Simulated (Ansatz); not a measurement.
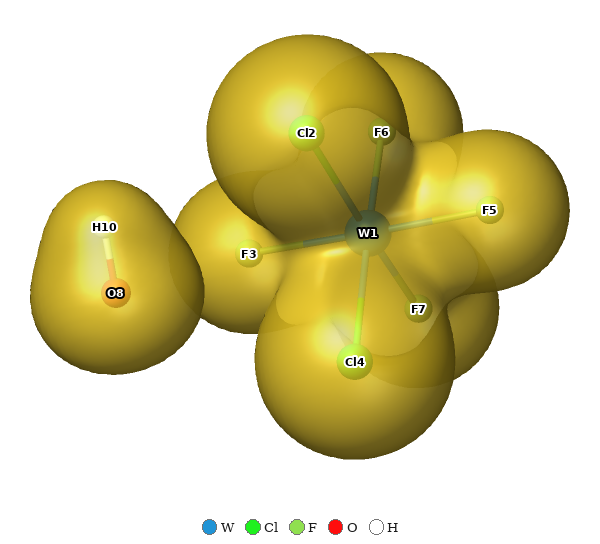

*Cl₂F₄W···H₂O. Isosurface of the electron density at 0.1 e/Å³ (yellow), seen at a tilt.*

Core potentials replace the inner electrons of W.

Level of theory: RKS PBE/def2-SVP in Ansatz 0.2.0.

```xyz
10

W    -0.3618   -0.1437   -0.1303
Cl   -0.5235   -0.0519    2.1604
F     1.5092   -0.0601   -0.0503
Cl   -0.5429    2.1205   -0.3694
F    -2.2078   -0.3622   -0.2949
F    -0.2118   -2.0128   -0.0299
F    -0.2134   -0.3326   -1.9898
O     2.2886    2.0741    1.7551
H     2.7685    1.4795    1.1485
H     2.2087    1.5255    2.5576
```

Question: How is the density connected at this value?

Answer: At this value the surface falls into two separate pieces. It bridges the sampled W–F (1.87 Å), W–Cl (2.28 Å) and O–H (0.98 Å) contacts, where the density stays above the isovalue. It is pinched off along the sampled F···H (2.32 Å) contacts. On the grid the lowest density along these lines, outside the cores, is 0.07 e/Å³ (F···H, 2.32 Å), 1 e/Å³ (W–F, 1.87 Å), 0.7 e/Å³ (W–Cl, 2.28 Å) and 2.3 e/Å³ (O–H, 0.98 Å).
